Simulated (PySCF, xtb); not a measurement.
Dissociation curve of HCl, singlet.

Levels: RHF/STO-3G = restricted Hartree-Fock/STO-3G (PySCF); GFN1-xTB (xtb); NEVPT2 = SC-NEVPT2 on CASSCF(8,5)/cc-pVTZ, all electrons correlated (PySCF); RKS-B3LYP/6-31G* = restricted B3LYP/6-31G*, spherical d (PySCF).

Energies are in eV, each relative to the lowest point of its own curve near equilibrium.

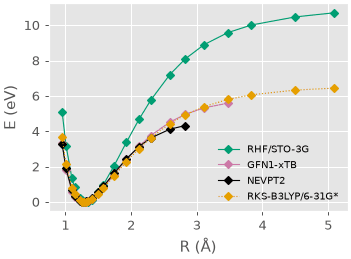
Fig. 1. Energy against bond length for each method.

| R / Å | RHF/STO-3G | GFN1-xTB | NEVPT2 | RKS-B3LYP/6-31G* |
|---|---|---|---|---|
| 0.95 | 5.110 | 3.342 | 3.294 | 3.664 |
| 1.01 | 3.178 | 1.818 | 1.893 | 2.164 |
| 1.10 | 1.334 | 0.587 | 0.666 | 0.816 |
| 1.14 | 0.820 | 0.302 | 0.361 | 0.466 |
| 1.22 | 0.207 | 0.029 | 0.048 | 0.084 |
| 1.25 | 0.090 | 0.000 | 0.008 | 0.025 |
| 1.28 | 0.023 | 0.000 | 0.000 | 0.000 |
| 1.32 | 0.000 | 0.036 | 0.031 | 0.012 |
| 1.34 | 0.013 | 0.067 | 0.062 | 0.035 |
| 1.40 | 0.134 | 0.200 | 0.204 | 0.153 |
| 1.50 | 0.538 | 0.520 | 0.554 | 0.470 |
| 1.58 | 0.983 | 0.834 | 0.894 | 0.785 |
| 1.74 | 2.040 | 1.547 | 1.623 | 1.475 |
| 1.93 | 3.383 | 2.396 | 2.445 | 2.285 |
| 2.12 | 4.669 | 3.150 | 3.128 | 3.021 |
| 2.30 | 5.762 | 3.757 | 3.619 | 3.630 |
| 2.59 | 7.205 | 4.518 | 4.114 | 4.432 |
| 2.82 | 8.079 | 4.949 | 4.318 | 4.924 |
| 3.11 | 8.895 | 5.321 | — | 5.393 |
| 3.47 | 9.575 | 5.586 | — | 5.797 |
| 3.83 | 10.008 | — | — | 6.061 |
| 4.50 | 10.467 | — | — | 6.328 |
| 5.09 | 10.700 | — | — | 6.438 |

At the longest distance, 5.09 Å, RHF/STO-3G lies highest above its minimum (10.700 eV) and RKS-B3LYP/6-31G* lowest (6.438 eV).

A dash means that the run gave no value there, or that the column was ended at a point which the program doubted or which failed a test of continuity chosen for this set; such a test can also cut sound points.

The restricted form behind RHF/STO-3G, RKS-B3LYP/6-31G* keeps the bonding electrons paired and can't separate into open-shell fragments.
